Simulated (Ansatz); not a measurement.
**CuF (wurtzite type): testing the settings of optics runs**

Which of these optics inputs for CuF (wurtzite type) end well? Each is run as it stands.

Program: Ansatz 0.2.0. Level of theory: plane waves, PAW; the settings change from run to run, as each input shows. These are calculated values, not measurements.

4 further runs of the same task are left out: 4 that didn't finish.

## 1. The structure to begin with

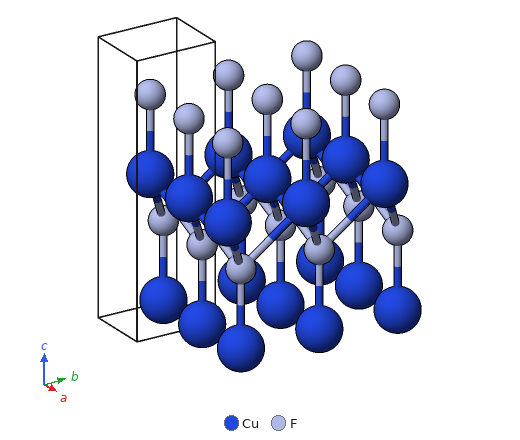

The starting structure, seen slightly off an axis (copper blue, fluorine light blue). 3×3×1 cells are drawn.

Coordinates:

```xyz
4
Lattice="2.7898 0.0000 0.0000 -1.3949 2.4160 0.0000 0.0000 0.0000 6.7211" Properties=species:S:1:pos:R:3 pbc="T T T"
Cu    0.0000    1.6107    0.3091
Cu    1.3949    0.8053    3.6696
F     0.0000    1.6107    2.2113
F     1.3949    0.8053    5.5719
```

Cell and atoms come from an earlier r2SCAN relaxation. No spin polarisation is used; should the compound be magnetic, its bands and low-energy spectrum would differ.

For scale, an earlier run with the standard settings (r2SCAN, 12×12×4, gaussian width 0.1 eV, scissors 0 eV) gave ε∞ 6.35 (xx, yy), 5.75 (zz); tallest peak of ε₂: 6.8 at 4.85 eV.

## 2. Run 1

File input.yaml:

```yaml
crystal:
  lattice:
    - [2.7897758198, 0.0, 0.0]
    - [-1.3948879099, 2.4160167308, 0.0]
    - [0.0, 0.0, 6.7211226043]
  atoms:
    - { symbol: Cu, position: [0.3333333333, 0.6666666667, 0.0459865611] }
    - { symbol: Cu, position: [0.6666666667, 0.3333333333, 0.5459865611] }
    - { symbol: F, position: [0.3333333333, 0.6666666667, 0.3290134389] }
    - { symbol: F, position: [0.6666666667, 0.3333333333, 0.8290134389] }
kpoints:
  mp_grid: { grid: [6, 6, 2] }
hamiltonian:
  xc: pbe
scf:
  occupations: { method: fermi_dirac, width: 0.02 }
output:
  optics:
    e_range: [0.5, 10]
    de: 0.2
    sigma: 0.15
    scissors: 0
    scheme: fermi_dirac
    drude_damping: 0.1
    bands: auto
  write_density: true
  write_potential: true
  elf: true
  volumetric_format: npy
```

On the command line:

```
ansatz run input.yaml --threads 4 --pin off --max-ram 3686MiB --backend cpu --events-out ev --progress --plain --runs-dir out
```

Log:

```text
Warning: RAYON_NUM_THREADS=4 ignored (pool sized by the plan → 4); use --threads N
Engine: ansatz 0.2.0, x86_64-unknown-linux-gnu
Pseudopotentials: kind: paw
Pseudopotential: Cu, paw, valence charge 19, recommended cutoff 420 eV (normal), Cu.paw.azcp
Pseudopotential: F, paw, valence charge 7, recommended cutoff 420 eV (normal), F.paw.azcp
Functional definition: PBE
  parameter kappa = 0.804
  parameter beta = 0.06672455060314922
  exchange = pbe_x(kappa = kappa, mu = beta*pi^2/3)
  correlation = pbe_c(beta = beta)
Crystal: 4 atoms, lattice volume = 45.301 Å³
Basis set: ecut = 420 eV, 899 PW (Γ)
Bands: 32, of which v1, the nominal top of the filled ones, is band 26 counted from 1 (25 counted from 0)
Symmetry: 12 space group operations
Space group: P63mc (ITA 186), of the structure as read, at distance tolerance 3.6e-5 Å
k-points: 14 of 72
Non-local potential: Cu, projectors of the file, l = 0: 3, l = 1: 2, l = 2: 3, l = 3: 1
Non-local potential: F, projectors of the file, l = 0: 2, l = 1: 2, l = 2: 1
PAW form: soft (Blöchl's): semilocal exchange-correlation on the pseudo side does not see the compensation charge
PAW one-centre angular grid: Cu, 590 points (default); XC on 64 Gauss nodes
PAW one-centre angular grid: F, 110 points (default); XC on 64 Gauss nodes
Initial density: superposition of atomic densities (neutral atoms: chi_scale 0, normalization atom), corrected by the library's trained network
Initial wavefunctions: pseudopotential atomic-orbital guess
Functional: x = pbe(κ = 0.804, μ = 0.2195149727645171), c = pbe(β = 0.06672455060314922)
SCF iter   1: F=—  HF=-14865.030546 eV  |F-HF|=—  |Δ(HF+E_count)|=         —  Δρ=6.01e-3  dr2=1.29e-2  ethr=1.77e-3  ⟨swp⟩=5.2  Hψ=1657  notcnv=0
preconditioner: auto → Resta (q_TF=auto, 2.792 Å⁻¹)  ε∞=7.2  [insulator: Δε(μ)=0.162 eV  Ē_g=13.317 eV  σ=0.020 eV  W_gap=0.94  n_scr=22 (ndim 8)  ℏωp=33.1 eV  f_vac=0.046  D(μ)=0.16/eV (n_scr^D=0)  ε∞_Penn≈7.2]
SCF iter   2: F=—  HF=-14865.028865 eV  |F-HF|=—  |Δ(HF+E_count)|=   1.68e-3  Δρ=3.39e-3  dr2=2.93e-3  ethr=2.48e-5  ⟨swp⟩=2.0  Hψ=837  notcnv=0  defer=24
preconditioner: auto → LDOS  [insulator: Δε(μ)=0.148 eV  Ē_g=13.312 eV  σ=0.020 eV  W_gap=0.91  n_scr=22 (ndim 8)  ℏωp=33.1 eV  f_vac=0.046  D(μ)=0.22/eV (n_scr^D=2)  ε∞_Penn≈7.2  β→1.0]
SCF iter   3: F=—  HF=-14865.028714 eV  |F-HF|=—  |Δ(HF+E_count)|=   1.52e-4  Δρ=3.27e-3  dr2=2.92e-3  ethr=5.64e-6  ⟨swp⟩=2.0  Hψ=835  notcnv=0  defer=24
SCF iter   4: F=—  HF=-14865.028158 eV  |F-HF|=—  |Δ(HF+E_count)|=   5.56e-4  Δρ=1.20e-3  dr2=3.43e-4  ethr=5.61e-6  ⟨swp⟩=2.6  Hψ=791  notcnv=0  defer=24
SCF iter   5: F=—  HF=-14865.028117 eV  |F-HF|=—  |Δ(HF+E_count)|=   4.09e-5  Δρ=3.57e-4  dr2=2.90e-5  ethr=6.60e-7  ⟨swp⟩=2.1  Hψ=613  notcnv=0  defer=24
SCF iter   6: F=—  HF=-14865.028092 eV  |F-HF|=—  |Δ(HF+E_count)|=   2.48e-5  Δρ=1.35e-4  dr2=4.63e-6  ethr=5.57e-8  ⟨swp⟩=2.8  Hψ=666  notcnv=0  defer=24
SCF iter   7: F=—  HF=-14865.028092 eV  |F-HF|=—  |Δ(HF+E_count)|=   3.04e-7  Δρ=9.31e-6  dr2=2.17e-8  ethr=8.91e-9  ⟨swp⟩=2.0  Hψ=563  notcnv=0  defer=24
SCF iter   8: F=—  HF=-14865.028092 eV  |F-HF|=—  |Δ(HF+E_count)|=   5.32e-9  Δρ=1.27e-6  dr2=4.11e-10  ethr=4.17e-11  ⟨swp⟩=2.1  Hψ=714  notcnv=0  defer=24
SCF iter   9: F=-14865.028092 eV  HF=-14865.028092 eV  |F-HF|=2.55e-11  |Δ(HF+E_count)|=  5.46e-10  Δρ=2.08e-7  dr2=8.52e-12  ethr=1.00e-12  ⟨swp⟩=5.4  Hψ=1652  notcnv=0
SCF 1 converged in 9 iterations: F = -14865.028092 eV  dr2 = 8.52e-12
NSCF: frozen V_eff on 14 k-points
Optics k sum: 0 of 14 k-points
[...]
output.optics: what the bands over the 103 summed would add to eps1, eps2 and the energy-loss function is held between a lower and an upper bound (4 Lanczos steps). eps1, eps2 and their loss function (loss_summed_bands) are given on every row as the summed bands alone make them. Along an axis, on a row where the two bounds hold the loss function to about 1 % of the greater of itself and 0.5 % of |1/eps|, its cell (loss_completed) is given, with the completed eps1 and eps2 that it is formed of (a cell that is left empty reads nan in the table and null in the record). The two bounds hold it so along every axis on all 48 rows up to 10.000 eV. The run works to bound the rows up to 51.724 eV and no higher ones: a peak of the loss function over that energy may be left empty with no warning. To have the run work for it, set output.optics.bands.spectra_wanted_up_to to a higher energy. perfect_screening_sum, loss_f_sum_n_eff and, beside carriers, perfect_screening_limit are those of loss_summed_bands: over the bounded function the two sums would run over rows that are not all bounded, and lack what the bands left out lay past the top of the energy grid. Bounded is said of the bands left out alone, which are those that the basis at basis.ecutwfc holds: it says nothing of that cutoff, of the k-point mesh, of what the sum inside its cells errs by (eps2_relative_error), of the factors of all_electron_strengths, nor of how far the SCF is converged. The bands left out are taken at the k-points, and what their mean over the points' cells stands off that by is in neither bound: the run's estimate of it, which the test of a row counts in, is 0.02 % of |eps| at the most among the values given; where the mean stood off by over 0.5 % the points' spread read 0.1 to 3 times that
SCF converged after 9 iterations
Free energy (F): -14865.028092 eV
Harris-Foulkes:  -14865.028092 eV  (|F-HF|=2.55e-11)
Internal energy: -14865.027606 eV  (E = F + TS)
E sigma→0 (E₀):  -14865.027849 eV
Entropy (-TS):   -0.000486 eV (-0.121 meV/atom)
Fermi energy:    9.920160 eV
--- Per-component energies (eV) ---
  E_band       = -938.904304
  E_kinetic    = 1011.052328
  E_local      = -10477.020554  (includes V_loc(G=0)·N_el)
  E_nonlocal   = 957.239789
  E_hartree    = 4539.054213
  E_xc         = -333.006082
  E_vxc        = -428.093054  (∫ρ·V_xc dr)
  E_paw        = -3750.982075  (= ΣΔE_a)
  E_vpaw       = -1080.195668  (= ΣTr[D̂ρ^β])
  E_aug_tail   = 0.004555  (compensation charges beyond the density's cutoff)
  E_ewald      = -6811.369782
  E_smearing   = -0.000486  (= −TS)
  E_closure    = -0.000000  (closes the sum)
  Σ components = -14865.028092   (vs F -14865.028092, Δ=0.00e0)
--- Band table (eV; the first three rows and the last of 14) ---
  k-point 0: bands = ["-101.1804", "-101.1804", "-58.6346", "-58.6333", "-58.5652", "-58.5652", "-58.5652", "-58.5652", "-14.3312", "-14.1849", "1.7203", "3.1629", "5.5056", "5.5056", "5.7770", "5.7770", "6.8978", "7.3311", "8.5038", "8.5038", "8.6235", "8.6235", "8.9586", "8.9586", "9.4964", "9.4964", "9.9654", "13.0843", "15.7000", "21.5153", "23.7926", "29.5641"]
  k-point 1: bands = ["-101.1804", "-101.1804", "-58.6340", "-58.6340", "-58.5652", "-58.5652", "-58.5652", "-58.5652", "-14.2588", "-14.2588", "2.3399", "2.3399", "5.6335", "5.6335", "5.6335", "5.6335", "7.2772", "7.2772", "8.5484", "8.5484", "8.5484", "8.5484", "9.2493", "9.2493", "9.2493", "9.2493", "11.0380", "11.0380", "18.3840", "18.3840", "27.8254", "27.8254"]
  k-point 2: bands = ["-101.1798", "-101.1797", "-58.6337", "-58.6325", "-58.5725", "-58.5725", "-58.5671", "-58.5670", "-14.2049", "-14.0782", "2.0711", "3.2657", "4.6153", "5.0457", "5.3773", "5.6762", "7.5268", "7.7357", "8.3668", "8.5640", "8.6624", "8.7955", "8.8215", "8.9365", "9.3438", "9.5493", "10.4478", "13.2280", "16.9285", "21.9053", "24.2324", "24.8038"]
  k-point 13: bands = ["-101.1775", "-101.1775", "-58.6302", "-58.6302", "-58.5860", "-58.5860", "-58.5858", "-58.5858", "-13.7107", "-13.7107", "3.3120", "3.3120", "3.8703", "3.8703", "4.0538", "4.0538", "8.3313", "8.3313", "8.4895", "8.4895", "9.0815", "9.0815", "9.0997", "9.0997", "9.6953", "9.6953", "16.2721", "16.2721", "16.9011", "16.9011", "18.3949", "18.3949"]
```

Wall time 66 s (4 threads of Intel Xeon 6975P-C (Granite Rapids), shared host); peak memory 0.87 GiB.

optics.tsv begins:

```
# eps2_relative_error = 0.0006
# drude_weight_relative_error = 0.0413
# drude_damping_ev = 1e-1
# drude_plasma_energy_squared_ev2(xx yy zz xy xz yz) = 0.008828 0.008828 0.012548 -0.000000 0.000000 -0.000000
# drude_plasma_energy_ev(xx yy zz) = 0.093956 0.093956 0.112020
# f_sum_n_eff(xx yy zz) = 28.299658 28.299658 28.361393 of n_electrons = 52.000000
# n_bands = 103
# n_bands_set_by = photon_energy
# valid_up_to_ev = 70.806618
```

The dielectric function from optics.tsv (yy equals xx), one row in 2 (narrow peaks fall between the rows):

```csv
E (eV),ε₂ xx,ε₂ zz,ε₁ xx,ε₁ zz
0.60,1.27,0.51,8.28,8.33
1.00,1.44,2.03,7.87,8.96
1.40,2.10,4.24,8.48,8.15
1.80,3.61,4.89,8.13,5.95
2.20,4.29,4.19,7.22,5.00
2.60,4.87,4.43,6.69,5.01
3.00,5.37,5.03,5.74,3.64
3.40,5.47,4.10,5.29,2.70
3.80,6.38,3.67,5.04,2.73
4.20,7.87,3.78,3.51,2.53
4.60,7.87,3.90,0.31,1.82
5.00,5.30,3.23,-1.54,0.92
5.40,3.24,2.25,-1.31,0.77
5.80,2.16,1.44,-0.72,0.96
6.20,1.48,0.84,-0.13,1.58
6.60,1.12,0.68,0.48,2.45
7.00,1.04,1.29,0.99,3.27
7.40,1.12,2.22,1.34,3.21
7.80,1.26,2.61,1.50,2.68
8.20,1.31,2.65,1.57,2.29
8.60,1.36,2.64,1.61,2.04
9.00,1.33,2.62,1.63,1.83
9.40,1.31,2.63,1.77,1.65
9.80,1.43,2.66,1.93,1.43
```

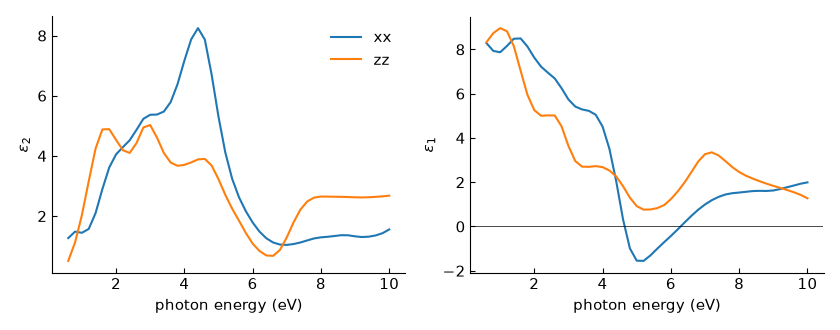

ε₂ and ε₁ against photon energy, from the bands summed.

Tallest peaks of ε₂ (mean of the periodic axes): 5.3 at 3.00 eV, 6.8 at 4.40 eV, 1.8 at 8.60 eV. The range starts at 0.6 eV, above the onset, so lower lines are cut off.

## 3. Run 2

input.yaml, as its differences from that of step 2:

```diff
@@ -11,5 +11,5 @@
 kpoints:
-  mp_grid: { grid: [6, 6, 2] }
+  mp_grid: { grid: [12, 12, 6] }
 hamiltonian:
-  xc: pbe
+  xc: r2scan
 scf:
@@ -18,12 +18,9 @@
   optics:
-    e_range: [0.5, 10]
-    de: 0.2
-    sigma: 0.15
+    e_range: [2, 30]
+    de: 0.05
+    sigma: 0.25
     scissors: 0
     scheme: fermi_dirac
-    drude_damping: 0.1
-    bands: auto
-  write_density: true
-  write_potential: true
-  elf: true
-  volumetric_format: npy
+    drude_damping: 0.05
+    bands: scf
+    kdotp_interpolation: "off"
```

On the command line:

```
ansatz run input.yaml --threads 4 --pin off --max-ram 3686MiB --backend cpu --events-out ev --progress --plain --runs-dir out
```

Log:

```text
Warning: RAYON_NUM_THREADS=4 ignored (pool sized by the plan → 4); use --threads N
[... 2 set-up lines as earlier in the session ...]
Pseudopotential: Cu, paw, valence charge 19, recommended cutoff 500 eV (meta_gga), Cu.paw.azcp
Pseudopotential: F, paw, valence charge 7, recommended cutoff 500 eV (meta_gga), F.paw.azcp
Functional definition: r2SCAN
  parameter k0 = 0.174
  parameter k1 = 0.065
  parameter a1 = 4.9479
  exchange = r2scan_x(k0 = k0, k1 = k1, a1 = a1)
  correlation = r2scan_c
Crystal: 4 atoms, lattice volume = 45.301 Å³
Basis set: ecut = 500 eV, 1129 PW (Γ), exchange–correlation on 96×96×200 points (64 copies of the dense FFT grid, shifted against one another)
Bands: 32, of which v1, the nominal top of the filled ones, is band 26 counted from 1 (25 counted from 0)
[... 2 set-up lines as earlier in the session ...]
k-points: 76 of 864 (time reversal used)
[... 3 set-up lines as earlier in the session ...]
PAW frozen core: Cu, regenerated for the run's functional (the file was generated under x = pbe(κ = 0.804, μ = 0.2195149727645171), c = pbe(β = 0.06672455060314922))
PAW frozen core: F, regenerated for the run's functional (the file was generated under x = pbe(κ = 0.804, μ = 0.2195149727645171), c = pbe(β = 0.06672455060314922))
PAW one-centre angular grid: Cu, 590 points (default); XC on 160 Gauss nodes
PAW one-centre angular grid: F, 302 points (default); XC on 160 Gauss nodes
[... 2 set-up lines as earlier in the session ...]
Functional: x = r2scan, c = r2scan; τ floored in thin density (d = 2e-4 eV/Å³)
SCF iter   1: F=—  HF=-14880.548339 eV  |F-HF|=—  |Δ(HF+E_count)|=         —  Δρ=3.83e-2  dr2=3.78e-1  dr2_τ=4.68e-2  ethr=1.77e-3  ⟨swp⟩=5.1  Hψ=8928  notcnv=0
preconditioner: auto → Resta (q_TF=auto, 2.792 Å⁻¹)  ε∞=6.3  [insulator: Δε(μ)=0.465 eV  Ē_g=14.325 eV  σ=0.020 eV  W_gap=1.00  n_scr=22 (ndim 8)  ℏωp=33.1 eV  f_vac=0.045  D(μ)=0.00/eV (n_scr^D=0)  ε∞_Penn≈6.3]
SCF iter   2: F=—  HF=-14880.542201 eV  |F-HF|=—  |Δ(HF+E_count)|=   6.14e-3  Δρ=1.77e-2  dr2=6.85e-2  dr2_τ=4.74e-3  ethr=7.26e-4  ⟨swp⟩=2.1  Hψ=4130  notcnv=0  defer=134
SCF iter   3: F=—  HF=-14880.508840 eV  |F-HF|=—  |Δ(HF+E_count)|=   3.34e-2  Δρ=9.11e-3  dr2=2.41e-2  dr2_τ=5.61e-4  ethr=1.32e-4  ⟨swp⟩=2.4  Hψ=4537  notcnv=0  defer=134
SCF iter   4: F=—  HF=-14880.504015 eV  |F-HF|=—  |Δ(HF+E_count)|=   4.82e-3  Δρ=1.65e-3  dr2=9.68e-4  dr2_τ=7.22e-5  ethr=4.64e-5  ⟨swp⟩=2.0  Hψ=3363  notcnv=0  defer=133
SCF iter   5: F=—  HF=-14880.504141 eV  |F-HF|=—  |Δ(HF+E_count)|=   1.26e-4  Δρ=9.39e-4  dr2=1.65e-4  dr2_τ=1.29e-5  ethr=1.86e-6  ⟨swp⟩=2.0  Hψ=3440  notcnv=0  defer=133
SCF iter   6: F=—  HF=-14880.504251 eV  |F-HF|=—  |Δ(HF+E_count)|=   1.11e-4  Δρ=2.16e-4  dr2=1.57e-5  dr2_τ=1.18e-6  ethr=3.17e-7  ⟨swp⟩=2.0  Hψ=3059  notcnv=0  defer=133
SCF iter   7: F=—  HF=-14880.504259 eV  |F-HF|=—  |Δ(HF+E_count)|=   8.31e-6  Δρ=5.15e-5  dr2=1.14e-6  dr2_τ=5.95e-8  ethr=3.01e-8  ⟨swp⟩=2.0  Hψ=3396  notcnv=0  defer=133
SCF iter   8: F=—  HF=-14880.504252 eV  |F-HF|=—  |Δ(HF+E_count)|=   7.20e-6  Δρ=9.60e-6  dr2=6.15e-8  dr2_τ=1.97e-9  ethr=2.20e-9  ⟨swp⟩=2.6  Hψ=3830  notcnv=0  defer=133
SCF iter   9: F=—  HF=-14880.504252 eV  |F-HF|=—  |Δ(HF+E_count)|=   1.29e-8  Δρ=2.87e-6  dr2=2.93e-9  dr2_τ=1.24e-10  ethr=1.18e-10  ⟨swp⟩=2.3  Hψ=3684  notcnv=0  defer=133
SCF iter  10: F=—  HF=-14880.504252 eV  |F-HF|=—  |Δ(HF+E_count)|=  9.68e-10  Δρ=5.27e-7  dr2=9.38e-11  dr2_τ=4.70e-12  ethr=5.63e-12  ⟨swp⟩=2.1  Hψ=3271  notcnv=0  defer=133
SCF iter  11: F=—  HF=-14880.504252 eV  |F-HF|=—  |Δ(HF+E_count)|=  5.09e-11  Δρ=1.15e-7  dr2=4.09e-12  dr2_τ=3.43e-13  ethr=1.00e-12  ⟨swp⟩=7.1  Hψ=7970  notcnv=0
SCF iter  12: F=-14880.504252 eV  HF=-14880.504252 eV  |F-HF|=1.82e-12  |Δ(HF+E_count)|=  1.82e-12  Δρ=4.57e-8  dr2=6.64e-13  dr2_τ=2.41e-14  ethr=1.00e-12  ⟨swp⟩=2.0  Hψ=4713  notcnv=0
SCF 1 converged in 12 iterations: F = -14880.504252 eV  dr2 = 6.64e-13
SCF converged after 12 iterations
Free energy (F): -14880.504252 eV
Harris-Foulkes:  -14880.504252 eV  (|F-HF|=1.82e-12)
Internal energy: -14880.504252 eV  (E = F + TS)
E sigma→0 (E₀):  -14880.504252 eV
Entropy (-TS):   -0.000001 eV (-0.000 meV/atom)
Fermi energy:    9.813575 eV
--- Per-component energies (eV) ---
  E_band       = -1003.243111
  E_kinetic    = 1014.063496
  E_local      = -10508.258231  (includes V_loc(G=0)·N_el)
  E_nonlocal   = 970.281446
  E_hartree    = 4565.146533
  E_xc         = -319.990710
  E_vxc        = -470.843263  (∫ρ·V_xc dr)
  E_paw        = -3789.714357  (= ΣΔE_a)
  E_vpaw       = -1171.787891  (= ΣTr[D̂ρ^β])
  E_aug_tail   = 0.002352  (compensation charges beyond the density's cutoff)
  E_vtau       = 33.005822  (kinetic-family band-sum trace: ∫τ·v_τ [+ j·A + Jᵃ·Aᵃ] dr)
  E_ewald      = -6811.369782
  E_core_change = -0.664999  (= ΣΔE_core)
  E_smearing   = -0.000001  (= −TS)
  E_closure    = -0.000000  (closes the sum)
  Σ components = -14880.504252   (vs F -14880.504252, Δ=0.00e0)
--- Band table (eV; the first three rows and the last of 76) ---
  k-point 0: bands = ["-105.1756", "-105.1755", "-61.0748", "-61.0735", "-61.0251", "-61.0251", "-61.0250", "-61.0250", "-16.0277", "-15.8948", "1.2902", "2.6630", "4.9254", "4.9254", "5.1858", "5.1858", "6.7532", "7.1120", "8.2147", "8.2147", "8.3264", "8.3264", "8.6628", "8.6628", "9.1812", "9.1812", "9.9608", "13.1579", "15.9701", "21.9740", "24.1802", "30.1569"]
  k-point 1: bands = ["-105.1755", "-105.1755", "-61.0747", "-61.0736", "-61.0251", "-61.0251", "-61.0250", "-61.0250", "-16.0189", "-15.9039", "1.3638", "2.5424", "4.9414", "4.9414", "5.1665", "5.1665", "6.8239", "7.1146", "8.2198", "8.2198", "8.3130", "8.3130", "8.7050", "8.7050", "9.1501", "9.1501", "10.0811", "12.7281", "16.4639", "21.2238", "25.0423", "30.1741"]
  k-point 2: bands = ["-105.1755", "-105.1755", "-61.0745", "-61.0739", "-61.0251", "-61.0251", "-61.0251", "-61.0251", "-15.9949", "-15.9286", "1.5743", "2.2438", "4.9857", "4.9857", "5.1154", "5.1154", "6.9654", "7.1110", "8.2345", "8.2345", "8.2851", "8.2851", "8.8102", "8.8102", "9.0637", "9.0637", "10.4560", "11.8978", "17.5017", "19.9774", "26.6090", "30.0887"]
  k-point 75: bands = ["-105.1728", "-105.1728", "-61.0705", "-61.0705", "-61.0455", "-61.0455", "-61.0455", "-61.0455", "-15.4351", "-15.4351", "2.8051", "2.8051", "3.2884", "3.2884", "3.4743", "3.4743", "8.0488", "8.0488", "8.2174", "8.2174", "8.7744", "8.7744", "8.8435", "8.8435", "9.4650", "9.4650", "16.4293", "16.4293", "17.1572", "17.1572", "18.7493", "18.7493"]
```

Wall time 3.6 s (4 threads of Intel Xeon 6975P-C (Granite Rapids), shared host); peak memory 0.51 GiB.

From the head of optics.tsv:

```
# eps_inf(xx yy zz) = 5.948747 5.948747 5.305732
# eps_inf_bands = summed_by_request
# eps_inf_summed_bands(xx yy zz) = 5.948747 5.948747 5.305732
# eps_inf_relative_error = 0.0107
# f_sum_n_eff(xx yy zz) = 6.521731 6.521731 6.579681 of n_electrons = 52.000000
# n_bands = 32
# valid_up_to_ev = 6.595370
# least_direct_gap_ev = 7.796753e-1 at k(fractional) = 0.000000 0.000000 0.000000, k_point = 0, channel = 0, bands = 25 26 (counted from 0)
```

The dielectric function from optics.tsv (yy equals xx), one row in 6, cut at 6.5 eV, above which the bands summed leave lines out:

```
E (eV)  ε₂ xx  ε₂ zz  ε₁ xx  ε₁ zz
  2.00   2.47   3.15   6.81   5.09
  2.30   3.15   3.27   6.48   4.45
  2.60   3.69   3.32   6.14   4.11
  2.90   4.30   3.63   5.66   3.70
  3.20   4.62   3.69   4.98   2.96
  3.50   4.68   3.32   4.54   2.45
  3.80   4.94   3.00   4.40   2.35
  4.10   5.68   3.02   4.10   2.32
  4.40   6.48   3.10   3.11   2.04
  4.70   6.78   3.06   1.64   1.73
  5.00   6.31   2.98   0.02   1.36
  5.30   5.08   2.73  -1.05   0.95
  5.60   3.88   2.29  -1.32   0.67
  5.90   2.94   1.79  -1.34   0.59
  6.20   2.11   1.31  -1.11   0.71
  6.50   1.54   0.92  -0.71   1.02
```

Tallest peaks of ε₂ in the range shown (mean of the periodic axes): 4.3 at 3.20 eV, 5.5 at 4.70 eV. The range starts at 2.0 eV, above the onset, so lower lines are cut off.

## 4. How the runs ended

| run | settings | ended | result | time |
| --- | --- | --- | --- | --- |
| 1 | PBE, 6×6×2, fermi-dirac width 0.15 eV, scissors 0 eV | converged | tallest peak of ε₂: 6.8 at 4.40 eV (the range starts at 0.6 eV, above the onset) | 66 s |
| 2 | r2SCAN, 12×12×6, fermi-dirac width 0.25 eV, scissors 0 eV | converged | ε∞ 5.95 (xx, yy), 5.31 (zz); tallest peak of ε₂: 5.5 at 4.70 eV (complete to 6.5 eV) (the range starts at 2.0 eV, above the onset) | 3.6 s |

**Reading.** 2 converged. These values shouldn't be quoted for the material: the settings weren't chosen for accuracy.
